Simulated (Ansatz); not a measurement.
```cif
data_structure
_symmetry_space_group_name_H-M 'P 1'
_symmetry_Int_Tables_number 1
_cell_length_a 3.2638
_cell_length_b 3.2638
_cell_length_c 3.2638
_cell_angle_alpha 90.000
_cell_angle_beta 90.000
_cell_angle_gamma 90.000
_cell_volume 34.77
loop_
_atom_site_label
_atom_site_type_symbol
_atom_site_fract_x
_atom_site_fract_y
_atom_site_fract_z
_atom_site_occupancy
Ti1 Ti 0.00000 0.00000 0.00000 1
H1 H 0.50000 0.50000 0.14435 1
H2 H 0.50000 0.50000 0.85565 1
H3 H 0.14435 0.50000 0.50000 1
H4 H 0.85565 0.50000 0.50000 1
H5 H 0.50000 0.14435 0.50000 1
H6 H 0.50000 0.85565 0.50000 1
```

Space group Pm-3m; a structure generated by program, which may or may not match a known phase; computed without spin polarisation.

Method: DFT PBE, scalar-relativistic, plane waves, PAW in Ansatz.

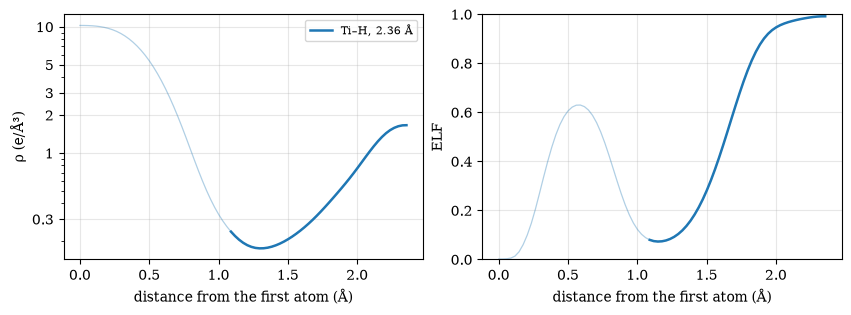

TiH6. Valence electron density and ELF along straight lines between neighbouring atoms. Thin, pale parts lie inside the atomic spheres.

In a PAW calculation such maps are meaningful between the atoms, not at the nuclei.

What can be read from the curves?

Ti–H (2.36 Å): the density is about 0.2 e/Å³ at the midpoint; the ELF climbs to about 1 towards the hydrogen.
